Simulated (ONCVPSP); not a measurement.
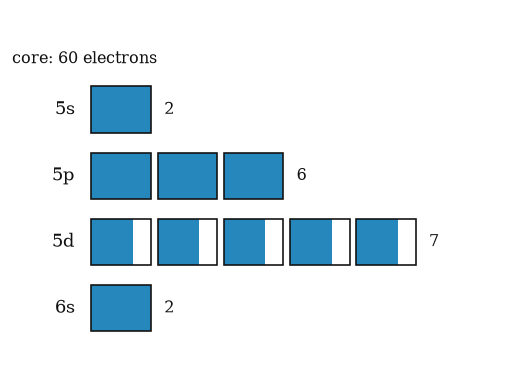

*The valence shells of the reference configuration: a box for each of the 2l + 1 orbitals, shaded by the share of the shell that is filled, with the electron count at the right. The shells are those of the unaltered input.*

Pseudopotential generation for Ir

System: iridium (Ir, Z = 77), core [Kr] 4d10 4f14, reference valence 5s2 5p6 5d7 6s2, valence charge 17. (This line and the method describe the unaltered input from which the odd one was made.)
Method: ONCV potential, PBEsol, scalar-relativistic, made with ONCVPSP 4.0.1.

## Log (extracts)
```
ONCVPSP  (Optimized Norm-Conservinng Vanderbilt PSeudopotential)
scalar-relativistic version 4.0.1

#   n    l    f        energy (Ha)
    1    0    2.00    -2.7970429E+03
    2    0    2.00    -4.8930546E+02
    2    1    6.00    -4.2508556E+02
    3    0    2.00    -1.1443757E+02
    3    1    6.00    -9.5663815E+01
    3    2   10.00    -7.5004539E+01
    4    0    2.00    -2.4400837E+01
    4    1    6.00    -1.8244058E+01
    4    2   10.00    -1.0687708E+01
    4    3   14.00    -2.2873270E+00
    5    0    2.00    -3.6028296E+00
    5    1    6.00    -2.0109442E+00
    5    2    7.00    -2.6371846E-01
    6    0    2.00    -2.3428292E-01

Reference configufation results
  iterations    27
  all-electron total energy (Ha)   -1.78225031D+04

Begin loop to  construct optimized pseudo wave functions
and semi-local pseudopoentials for all angular momenta

Calculating optimized projector #   1

 for l=   0

    Fraction of norm inside rc  0.877376
    Optimizing pswf for qcut=   7.01 a_B^-1,  ecut=  24.56 Ha
    Residual kinetic energy error=  1.05D-03 Ha

    Energy error per electron        Cutoff
         Ha          eV             Ha
         0.01000     0.27211       19.34
         0.00100     0.02721       25.01
         0.00010     0.00272       89.49
         0.00001     0.00027      110.28

Calculating optimized projector #   2

 for l=   0

    Fraction of norm inside rc  0.043665
    Optimizing pswf for qcut=   7.01 a_B^-1,  ecut=  24.56 Ha
    Residual kinetic energy error=  3.97D-04 Ha

    Energy error per electron        Cutoff
         Ha          eV             Ha
         0.01000     0.27211       16.12
         0.00100     0.02721       22.36
         0.00010     0.00272       38.32
         0.00001     0.00027       96.36

WARNING wellstate: negative energy specified for n= 6 l=  1
WARNING scattering state with energy  0.25000000
WARNING will be used for the first projector

   Wellstate for l =  1  n =  6
     eigenvalue =   0.2500
     asymptotic potential =   0.7500
     half-point radius =  3.4501

Calculating optimized projector #   1

 for l=   1

    Fraction of norm inside rc  0.810504
    Optimizing pswf for qcut=   7.39 a_B^-1,  ecut=  27.30 Ha
    Residual kinetic energy error=  2.06D-04 Ha

    Energy error per electron        Cutoff
         Ha          eV             Ha
         0.01000     0.27211       10.71
         0.00100     0.02721       22.73
         0.00010     0.00272       46.42
         0.00001     0.00027      128.45

Calculating optimized projector #   2

 for l=   1

    Fraction of norm inside rc  0.067101
    Optimizing pswf for qcut=   7.39 a_B^-1,  ecut=  27.30 Ha
    Residual kinetic energy error=  1.09D-04 Ha

    Energy error per electron        Cutoff
         Ha          eV             Ha
         0.01000     0.27211        9.06
         0.00100     0.02721       20.62
         0.00010     0.00272       27.59
         0.00001     0.00027       64.55

   Wellstate for l =  2  n =  7
     eigenvalue =   1.8363
     asymptotic potential =   2.3363
     half-point radius =  4.1604

Calculating optimized projector #   1

 for l=   2

    Fraction of norm inside rc  0.576913
    Optimizing pswf for qcut=   4.91 a_B^-1,  ecut=  12.06 Ha
    Residual kinetic energy error=  1.96D-02 Ha

    Energy error per electron        Cutoff
         Ha          eV             Ha
         0.01000     0.27211       13.42
         0.00100     0.02721       33.60
         0.00010     0.00272       66.75
         0.00001     0.00027       77.15

Calculating optimized projector #   2

 for l=   2

    Fraction of norm inside rc  0.084978
    Optimizing pswf for qcut=   4.91 a_B^-1,  ecut=  12.06 Ha
    Residual kinetic energy error=  1.74D-02 Ha

    Energy error per electron        Cutoff
         Ha          eV             Ha
         0.01000     0.27211       13.03
         0.00100     0.02721       17.41
         0.00010     0.00272       35.78
         0.00001     0.00027       87.72

Construct Vanderbilt / Kleinmman-Bylander projectors

B matrix Hermiticity error, ll=   0
   1   2    5.6727E-04

  Orthonormal projector coefficients  1.5649E+01  2.5869E+00

B matrix Hermiticity error, ll=   1
   1   2    3.7009E-04

  Orthonormal projector coefficients  9.7898E+00  1.7852E+00

B matrix Hermiticity error, ll=   2
   1   2   -2.2897E-04

  Orthonormal projector coefficients  6.1022E+00  2.4980E+00

Model core correction analysis
  based on d2Exc/dn_idn_j

d2excae - all-electron derivatives

   -2.872130D-02   -2.496420D-02   -1.233359D-02   -1.704291D-03
   -2.496425D-02   -2.459085D-02   -1.543168D-02   -2.544145D-03
   -1.233368D-02   -1.543173D-02   -1.734341D-02   -1.053249D-02
   -1.704289D-03   -2.544051D-03   -1.053103D-02   -2.368876D-02

d2excps - pseudofunction derivatives with no core correction

   -4.546566D-02   -3.558041D-02   -1.567115D-02   -3.128246D-03
   -3.558150D-02   -3.155184D-02   -1.781584D-02   -3.429642D-03
   -1.567162D-02   -1.781601D-02   -1.842413D-02   -1.076055D-02
   -3.128491D-03   -3.429595D-03   -1.075908D-02   -2.382145D-02

rms 2nd derivative error    6.097247E-03

rmatch, rhocmatch    0.8470   15.3593

Teter function model core charge with specified parameters

d2excps - pseudofunction derivatives with core correction

   -3.287847D-02   -2.798022D-02   -1.374636D-02   -2.085734D-03
   -2.798036D-02   -2.653496D-02   -1.648761D-02   -2.842655D-03
   -1.374650D-02   -1.648767D-02   -1.808080D-02   -1.062981D-02
   -2.085749D-03   -2.842566D-03   -1.062834D-02   -2.373003D-02

rms 2nd derivative error    1.704965E-03

Pseudoatom total energy -105.632320

Diagnostic tests using Vanderbilt-Kleinman-Bylander pseudopotentials
  1 or more projectors used as specified by nproj input data

   l    rcore       rmatch      e in        delta e   norm test  slope test

   0   1.3506593   1.3916682  -3.6028296  -0.0000049   1.0002475   1.0002532
   0   1.3506593   1.3916682  -0.2342829   0.0000110   1.0000894   1.0000775

   1   1.4511810   1.4952420  -2.0109442  -0.0000096   1.0001925   1.0002115
   1   1.4511810   1.4952420   0.2500000   0.0000178   1.0004824   1.0004824

   2   1.7055602   1.7573447  -0.2637185   0.0000019   1.0000897   1.0001078
   2   1.7055602   1.7573447   1.8362815   0.0000249   1.0003650   1.0003650

 Testing for bound ghosts
   n   l    E NL Schr. Eq   E Basis Diag.   E Cutoff

   1   0       -3.602834       -3.602830    144.54
   2   0       -0.234272       -0.105332    144.54

   2   1       -2.010954       -2.010924    188.00

   3   2       -0.263717       -0.260456    118.34

 Testing for highly-localized positive-energy ghosts
       l    <radius>/rc     E Basis Diag.   E Cutoff

       0        0.675223        8.001137    144.54  WARNING - GHOST(+)

Test configuration 0

   n   l     f        eae           eps        diff
   1   0  2.0000-2797.04286189
   2   0  2.0000 -489.30546027
   2   1  6.0000 -425.08556235
   3   0  2.0000 -114.43757125
   3   1  6.0000  -95.66381493
   3   2 10.0000  -75.00453852
   4   0  2.0000  -24.40083712
   4   1  6.0000  -18.24405828
   4   2 10.0000  -10.68770836
   4   3 14.0000   -2.28732697
   5   0  2.0000   -3.60282958   -3.60283448   -4.90D-06
   5   1  6.0000   -2.01094417   -2.01095373   -9.56D-06
   5   2  7.0000   -0.26371846   -0.26371660    1.85D-06
   6   0  2.0000   -0.23428292   -0.23427189    1.10D-05

    Total energies and differences
      AE_ref= -1.78225031D+04  AE_tst= -1.78225031D+04  dif=  0.00D+00
      PS_ref= -1.05632320D+02  PS_tst= -1.05632320D+02  dif= -1.14D-13
      PSP excitation error=  1.14D-13

Test configuration 1

   n   l     f        eae           eps        diff
   1   0  2.0000-2797.35000062
   2   0  2.0000 -489.61024454
   2   1  6.0000 -425.39040683
   3   0  2.0000 -114.74279977
   3   1  6.0000  -95.96904681
   3   2 10.0000  -75.30957565
   4   0  2.0000  -24.70632355
   4   1  6.0000  -18.54951950
   4   2 10.0000  -10.99307103
   4   3 14.0000   -2.59271114
   5   0  2.0000   -3.90897825   -3.90980532   -8.27D-04
   5   1  6.0000   -2.31816123   -2.31851122   -3.50D-04
   5   2  7.0000   -0.56467799   -0.56462955    4.84D-05
   6   0  1.0000   -0.50033700   -0.50039295   -5.59D-05

    Total energies and differences
      AE_ref= -1.78225031D+04  AE_tst= -1.78221382D+04  dif=  3.65D-01
      PS_ref= -1.05632320D+02  PS_tst= -1.05267293D+02  dif=  3.65D-01
      PSP excitation error= -1.50D-04

Test configuration 2

   n   l     f        eae           eps        diff
   1   0  2.0000-2797.69684865
   2   0  2.0000 -489.95387884
   2   1  6.0000 -425.73413189
   3   0  2.0000 -115.08673252
   3   1  6.0000  -96.31298425
   3   2 10.0000  -75.65329371
   4   0  2.0000  -25.05043961
   4   1  6.0000  -18.89358776
   4   2 10.0000  -11.33698778
   4   3 14.0000   -2.93654030
   5   0  2.0000   -4.25288652   -4.25496353   -2.08D-03
   5   1  6.0000   -2.66250018   -2.66341447   -9.14D-04
   5   2  7.0000   -0.89820945   -0.89812194    8.75D-05

    Total energies and differences
      AE_ref= -1.78225031D+04  AE_tst= -1.78214952D+04  dif=  1.01D+00
      PS_ref= -1.05632320D+02  PS_tst= -1.04623981D+02  dif=  1.01D+00
      PSP excitation error= -4.77D-04

Test configuration 3

   n   l     f        eae           eps        diff
   1   0  2.0000-2798.21869141
   2   0  2.0000 -490.47753860
   2   1  6.0000 -426.25779585
   3   0  2.0000 -115.60785437
   3   1  6.0000  -96.83410418
   3   2 10.0000  -76.17489706
   4   0  2.0000  -25.57029326
   4   1  6.0000  -19.41337995
   4   2 10.0000  -11.85674261
   4   3 14.0000   -3.45536939
   5   0  2.0000   -4.76340622   -4.76573456   -2.33D-03
   5   1  6.0000   -3.16332527   -3.16462962   -1.30D-03
   5   2  6.0000   -1.35669650   -1.35674375   -4.73D-05

    Total energies and differences
      AE_ref= -1.78225031D+04  AE_tst= -1.78203716D+04  dif=  2.13D+00
      PS_ref= -1.05632320D+02  PS_tst= -1.03500227D+02  dif=  2.13D+00
      PSP excitation error= -6.63D-04

Test configuration 4

   n   l     f        eae           eps        diff
   1   0  2.0000-2797.41172589
   2   0  2.0000 -489.67082995
   2   1  6.0000 -425.45094553
   3   0  2.0000 -114.80382832
   3   1  6.0000  -96.03006540
   3   2 10.0000  -75.37049273
   4   0  2.0000  -24.76756514
   4   1  6.0000  -18.61073256
   4   2 10.0000  -11.05421172
   4   3 14.0000   -2.65383829
   5   0  2.0000   -3.97031440   -3.97176568   -1.45D-03
   5   1  6.0000   -2.37941179   -2.38000357   -5.92D-04
   5   2  7.0000   -0.62000376   -0.61991938    8.44D-05
   6   1  1.0000   -0.29550341   -0.29554068   -3.73D-05

    Total energies and differences
      AE_ref= -1.78225031D+04  AE_tst= -1.78218975D+04  dif=  6.06D-01
      PS_ref= -1.05632320D+02  PS_tst= -1.05026487D+02  dif=  6.06D-01
      PSP excitation error= -2.55D-04
```

## Input file
```
# ATOM AND REFERENCE CONFIGURATION
# atsym  z   nc   nv     iexc    psfile
  Ir 77.00   10    4  -116133      upf
#
#   n    l    f
    1    0    2.00
    2    0    2.00
    2    1    6.00
    3    0    2.00
    3    1    6.00
    3    2   10.00
    4    0    2.00
    4    1    6.00
    4    2   10.00
    4    3   14.00
    5    0    2.00
    5    1    6.00
    5    2    7.00
    6    0    2.00
#
# PSEUDOPOTENTIAL AND OPTIMIZATION
# lmax
    2
#
#   l,   rc,      ep,       ncon, nbas, qcut
    0    1.35    0.00    4    8    7.00
    1    1.45    0.00    4    9    7.40
    2    1.70    0.00    5    8    4.90
#
# LOCAL POTENTIAL
# lloc, lpopt,  rc(5),   dvloc0
    4    5    1.20    0.00
#
# VANDERBILT-KLEINMAN-BYLANDER PROJECTORs
# l, nproj, debl
    0    2   15.00
    1    2    0.30
    2    2    2.10
#
# MODEL CORE CHARGE
# icmod, fcfact, rcfact
    3    3.50    1.25
#
# LOG DERIVATIVE ANALYSIS
# epsh1, epsh2, depsh
   -5.00    5.00    0.04
#
# OUTPUT GRID
# rlmax, drl
    6.00    0.01
#
# TEST CONFIGURATIONS
# ncnf
    4
# nvcnf
#   n    l    f
    4
    5    0    2.00
    5    1    6.00
    5    2    7.00
    6    0    1.00
#
    4
    5    0    2.00
    5    1    6.00
    5    2    7.00
    6    0    0.00
#
    4
    5    0    2.00
    5    1    6.00
    5    2    6.00
    6    0    0.00
#
    5
    5    0    2.00
    5    1    6.00
    5    2    7.00
    6    0    0.00
    6    1    1.00
#
```

Launched with:
```bash
oncvpsp.x < Ir.dat > Ir.out
```

## Outcome

```
                        quantity                      value
                         outcome                  generated
    ghost flags of the generator     0 GHOST(-), 1 GHOST(+)
largest excitation error printed                     18 meV
                        hardware  1 CPU thread, shared host
                       wall time                      6.4 s
```

## What is odd here

One thing in this input was made odd on purpose: debl of l = 0 set to 15.00 Ha. The program ran to the end. The all-electron atom is untouched: its total energy equals that from the unaltered input (−17822.5031 Ha). The pseudo-atom's energy and ghost flags in the reference configuration are also those from the unaltered input, so the oddity leaves no trace there. Warnings of the program, in the generation or the tests: wellstate: negative energy specified for n= 6 l= 1.
